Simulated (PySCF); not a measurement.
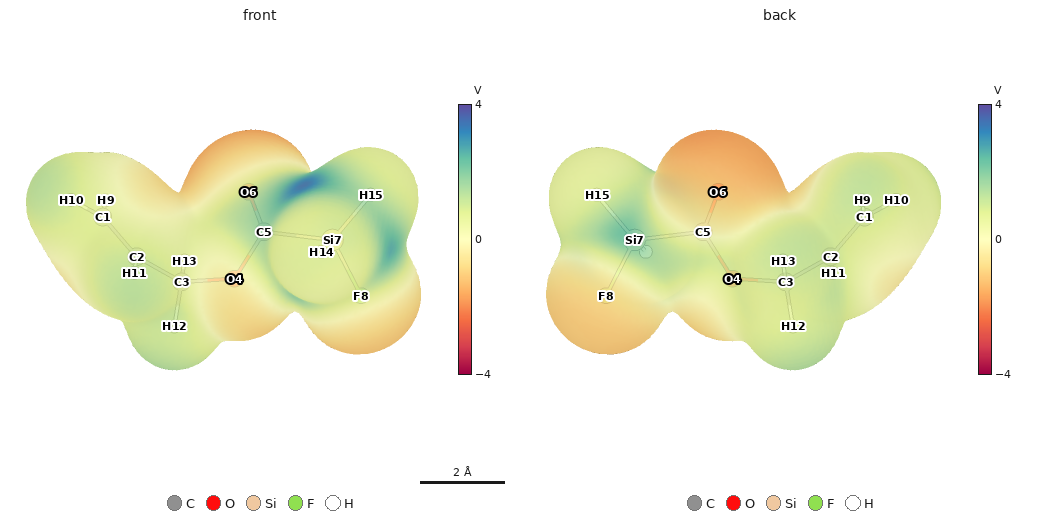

*C$_{4}$H$_{7}$FO$_{2}$Si (SMILES C=CCOC(=O)[SiH2]F). The molecular electrostatic potential painted on the density surface at 0.004 e/bohr³, seen from the front and from behind; red is negative and blue positive.*

Geometry: GFN2-xTB.

Theory: PBE0/pcSseg-1, SCF density, gas phase, non-relativistic in PySCF 2.14.0.

```xyz
15

C    -2.7816    0.2671    0.0861
C    -1.7967   -0.6087    0.1317
C    -0.7144   -0.7035   -0.8993
O     0.5843   -0.6227   -0.2907
C     1.0923    0.5863   -0.0510
O     0.5311    1.6211   -0.3111
Si    2.8251    0.3766    0.7461
F     3.6579   -0.5549   -0.2669
H    -2.8694    0.9791   -0.7175
H    -3.5412    0.3066    0.8480
H    -1.7043   -1.3108    0.9495
H    -0.7310   -1.6791   -1.3939
H    -0.8115    0.0997   -1.6361
H     2.7268   -0.3924    1.9751
H     3.5281    1.6436    0.8081
```

Question: Describe the electrostatic potential map.

Answer: The most negative region (about −1.7 V) lies over O6, the most positive (about +3.0 V) over Si7. O6 is the likeliest acceptor of a hydrogen bond.
